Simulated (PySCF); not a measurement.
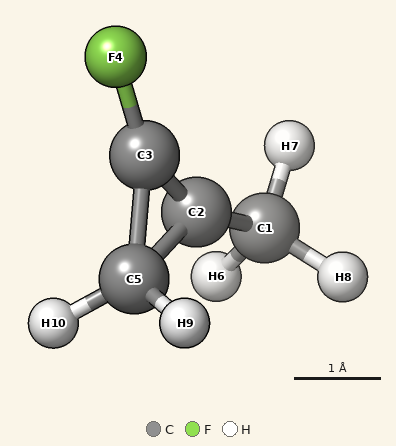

**Figure 1.** The structure (ball-and-stick view, seen at an oblique angle; atoms are numbered from 1 in the order of the input).

**Two runs on C4H5F**

System: C4H5F, SMILES CC1=C(F)C1.
Method of run 1: TDDFT LDA/def2-SVPD, vertical, gas phase, core orbitals frozen in the response (PySCF 2.14.0).

The geometry comes from this level: PBE0-D3(BJ)/def2-SVP. Text and figures count atoms from 1; the logs count them from 0 in places.

Input file, run 1:
```
{"job": {"kind": "uv", "xc": "LDA", "basis": "def2-SVPD", "ip": true}, "charge": 0, "multiplicity": 1}
C      1.419247    -0.394104     0.330183
C      0.109185     0.139887    -0.067416
C     -0.712278     0.987981    -0.588526
F     -0.907438     2.125456    -1.207356
C     -1.402859    -0.180124    -0.035464
H      1.602907    -1.371027    -0.145536
H      2.231855     0.289804     0.047052
H      1.461091    -0.553360     1.419915
H     -1.949946    -0.107744     0.921016
H     -1.803612    -0.963344    -0.702766
```

The first line tells a small driver script what to run in PySCF; the rest is the geometry in Å.

Launched with:
```bash
OMP_NUM_THREADS=1 python <driver script> task.json out
```

Hardware: 1 CPU thread, shared host.

Output (run 1):
```
coarse grid: 8536 points
cycle   1  E = -252.8222699329  dE =  5.879e-01  |g| = 5.043e-01  |ddm| = 5.170e+00
cycle   2  E = -252.7117595537  dE =  1.105e-01  |g| = 8.292e-01  |ddm| = 1.762e+00
cycle   3  E = -252.8670348292  dE = -1.553e-01  |g| = 2.682e-01  |ddm| = 1.364e+00
cycle   4  E = -252.8850892677  dE = -1.805e-02  |g| = 5.132e-02  |ddm| = 4.249e-01
cycle   5  E = -252.8855360982  dE = -4.468e-04  |g| = 1.920e-02  |ddm| = 7.374e-02
cycle   6  E = -252.8856083226  dE = -7.222e-05  |g| = 5.289e-03  |ddm| = 3.127e-02
cycle   7  E = -252.8856140897  dE = -5.767e-06  |g| = 1.437e-03  |ddm| = 7.848e-03
final grid: 83296 points
cycle   8  E = -252.9302349426  dE = -3.577e-05  |g| = 4.641e-03  |ddm| = 1.153e-01
cycle   9  E = -252.9302243077  dE =  1.063e-05  |g| = 8.494e-03  |ddm| = 1.429e-02
cycle  10  E = -252.9302394395  dE = -1.513e-05  |g| = 8.541e-04  |ddm| = 9.878e-03
cycle  11  E = -252.9302395809  dE = -1.414e-07  |g| = 2.398e-04  |ddm| = 1.199e-03
cycle  12  E = -252.9302395863  dE = -5.409e-09  |g| = 1.961e-04  |ddm| = 5.610e-04
cycle  13  E = -252.9302395958  dE = -9.531e-09  |g| = 2.571e-05  |ddm| = 2.474e-04
cycle  14  E = -252.9302395960  dE = -1.266e-10  |g| = 1.265e-05  |ddm| = 7.007e-05
converged SCF energy = -252.9302395960

Static polarisability (au): isotropic 50.168, principal 39.242 49.732 61.529

Singlet excitations
state   eV       nm        f      main configurations
  1   5.6165    220.7   0.00033   H->L+1 0.99
  2   6.4839    191.2   0.11150   H->L 0.90
  3   6.6572    186.2   0.00060   H->L+2 0.98
  4   6.8918    179.9   0.03803   H->L+3 0.98
  5   7.2990    169.9   0.00038   H->L+4 0.86, H-1->L 0.12
  6   7.3399    168.9   0.00730   H-1->L 0.86, H->L+4 0.10
  7   7.4962    165.4   0.07940   H-1->L+1 0.95
  8   7.6723    161.6   0.00060   H-2->L 0.98
  9   7.8833    157.3   0.00450   H-2->L+1 0.98
 10   8.0070    154.8   0.00091   H->L+5 0.95

Triplet excitations (Tamm-Dancoff, eV): 4.6786 5.4886 6.5566 6.7584
Vertical ionisation energy (delta-SCF) = 9.1938 eV
```

For run 2 the input was changed thus:
```diff
-"xc": "LDA"
+"xc": "wB97X-D"
```

Predict how the results change.

The total energies belong to different methods, so their difference says nothing on which is more stable or more accurate. The HOMO goes from −5.82 to −8.73 eV. The LUMO goes from −0.51 to 2.14 eV. The lowest excitation goes from 5.62 to 6.44 eV. The strongest computed line goes from 6.48 to 6.95 eV. The functional changes from LDA to wB97X-D. Exact exchange removes part of the self-interaction error of semilocal functionals, which pushes filled and empty levels apart. The SCF takes 13 iterations against 14.

Output (run 2):
```
coarse grid: 8536 points
cycle   1  E = -254.8467137094  dE =  8.826e-01  |g| = 3.846e-01  |ddm| = 4.556e+00
cycle   2  E = -254.8563846487  dE = -9.671e-03  |g| = 3.590e-01  |ddm| = 8.328e-01
cycle   3  E = -254.8774252285  dE = -2.104e-02  |g| = 4.831e-02  |ddm| = 4.058e-01
cycle   4  E = -254.8779098449  dE = -4.846e-04  |g| = 1.250e-02  |ddm| = 9.540e-02
cycle   5  E = -254.8779497379  dE = -3.989e-05  |g| = 4.689e-03  |ddm| = 3.603e-02
cycle   6  E = -254.8779560379  dE = -6.300e-06  |g| = 7.099e-04  |ddm| = 1.316e-02
final grid: 83296 points
cycle   7  E = -254.9151286878  dE = -9.167e-05  |g| = 5.666e-03  |ddm| = 1.634e-01
cycle   8  E = -254.9151291255  dE = -4.377e-07  |g| = 6.301e-03  |ddm| = 2.177e-02
cycle   9  E = -254.9151357731  dE = -6.648e-06  |g| = 5.626e-04  |ddm| = 5.809e-03
cycle  10  E = -254.9151358489  dE = -7.576e-08  |g| = 3.689e-04  |ddm| = 2.319e-03
cycle  11  E = -254.9151358837  dE = -3.475e-08  |g| = 6.628e-05  |ddm| = 9.397e-04
cycle  12  E = -254.9151358849  dE = -1.245e-09  |g| = 2.877e-05  |ddm| = 1.866e-04
cycle  13  E = -254.9151358852  dE = -3.179e-10  |g| = 6.187e-06  |ddm| = 1.070e-04
converged SCF energy = -254.9151358852

Static polarisability (au): isotropic 47.680, principal 37.758 47.436 57.845

Singlet excitations
state   eV       nm        f      main configurations
  1   6.4441    192.4   0.00059   H->L 0.90
  2   6.9475    178.5   0.13616   H->L+1 0.92
  3   7.7780    159.4   0.01150   H-1->L+1 0.55, H->L+2 0.24, H->L+3 0.10
  4   7.8182    158.6   0.01718   H->L+3 0.59, H-1->L+1 0.27
  5   7.9092    156.8   0.02902   H->L+2 0.48, H->L+3 0.25, H-1->L+1 0.14
  6   8.1847    151.5   0.00157   H-2->L+1 0.70, H->L+4 0.12
  7   8.3178    149.1   0.00058   H->L+4 0.47, H-2->L+1 0.25
  8   8.5260    145.4   0.09349   H-1->L 0.89
  9   8.9932    137.9   0.00095   H->L+7 0.77, H->L+5 0.09
 10   9.0644    136.8   0.01553   H-2->L 0.82

Triplet excitations (Tamm-Dancoff, eV): 4.6437 6.3108 7.3486 7.6416
Vertical ionisation energy (delta-SCF) = 9.1994 eV
```

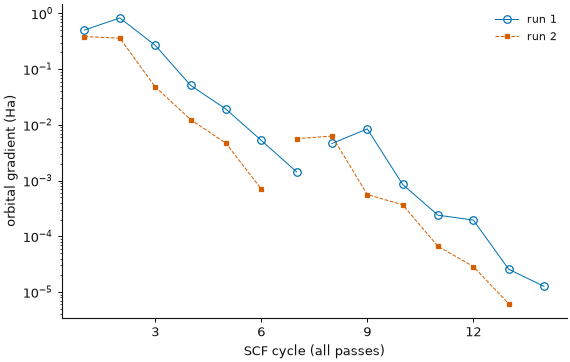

**Figure 2.** Convergence of the two runs: orbital gradient against the SCF cycle. A break in a curve parts two SCF passes (coarse and final grid). Run 1 takes 14 cycles in all, and run 2 takes 13.

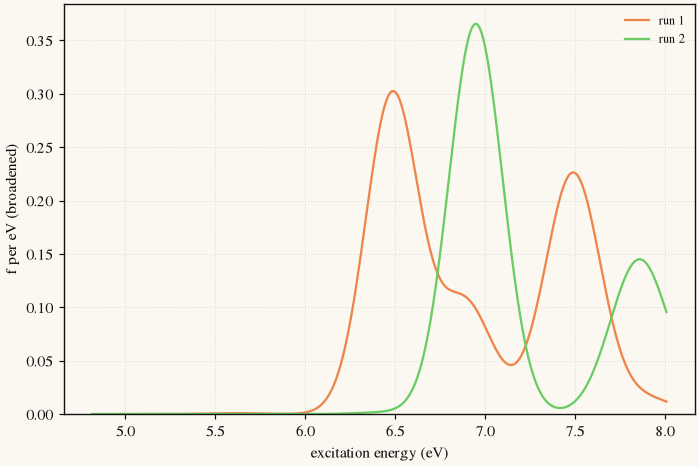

**Figure 3.** Absorption of the two runs from their computed states, each broadened by a Gaussian of 0.35 eV full width; the range ends where the shorter list of states ends.

The two runs side by side:

| quantity | run 1 | run 2 |
| --- | --- | --- |
| outcome | converged | converged |
| total energy (hartree) | −252.930240 | −254.915136 |
| HOMO (eV) | −5.82 | −8.73 |
| LUMO (eV) | −0.51 | 2.14 |
| dipole moment (D) | 1.76 | 1.79 |
| lowest excitation (eV) | 5.62 | 6.44 |
| SCF iterations | 14 | 13 |
| strongest computed line (eV) | 6.48 | 6.95 |
| basis functions | 143 | 143 |
| wall time (shared host) | 27 s | 37 s |
